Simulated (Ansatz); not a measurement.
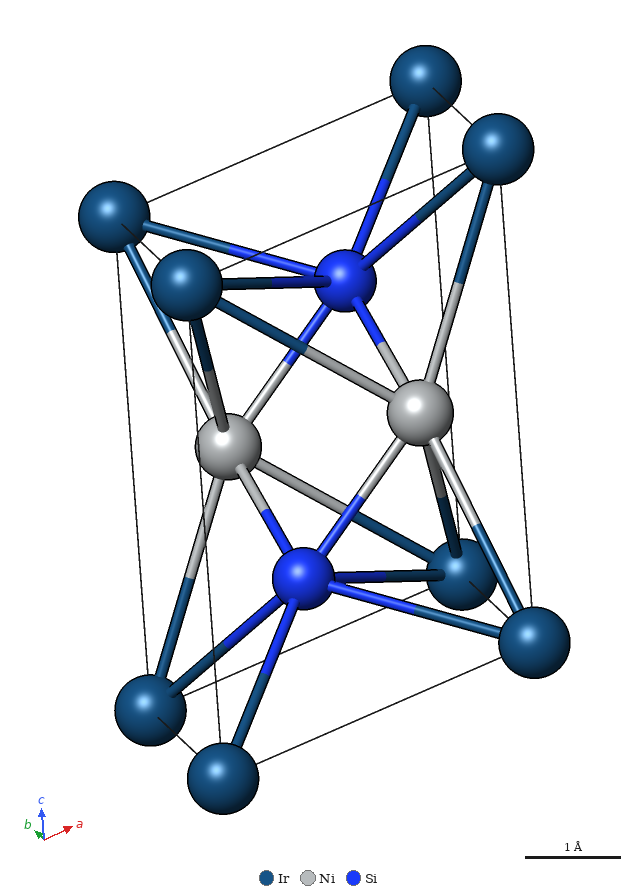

The crystal in a ball-and-stick representation, seen slightly off an axis. Lines trace the edges of the simulation cell.

```yaml
crystal:
  lattice:
    - [0.00000, 3.63649, 0.00000]
    - [3.63649, 0.00000, 0.00000]
    - [1.81824, 1.81824, -4.64337]
  atoms:
    - { symbol: Ir, position: [0.00000, 0.00000, 0.00000] }
    - { symbol: Ni, position: [0.75000, 0.25000, 0.50000] }
    - { symbol: Ni, position: [0.25000, 0.75000, 0.50000] }
    - { symbol: Si, position: [0.37500, 0.37500, 0.25000] }
    - { symbol: Si, position: [0.62500, 0.62500, 0.75000] }
```

Electronic-structure method: Ansatz, DFT, PAW plane waves, r2SCAN. Parameters: a 500 eV plane-wave basis, the zone sampled with 8×8×8 points, Methfessel-Paxton smearing of 0.094 eV, no spin polarisation (a spin-restricted run, not always the ground state).

Give the Bader charge of each element.

Answer. Si +0.79 e; Ni -0.66 e; Ir -0.26 e.

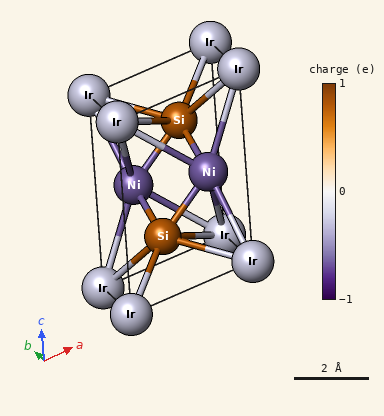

The atoms coloured by those charges.

The geometry is that of a generated cell, made by putting these elements into a known structure type (the compound may or may not exist in this form), without relaxation. It was run through Ansatz as a DFT input.

At this level of theory the cell isn't at rest (compressed, at 6 GPa and forces up to 2.9 eV/Å), so its distances can differ from those at equilibrium, the more so the softer the solid.
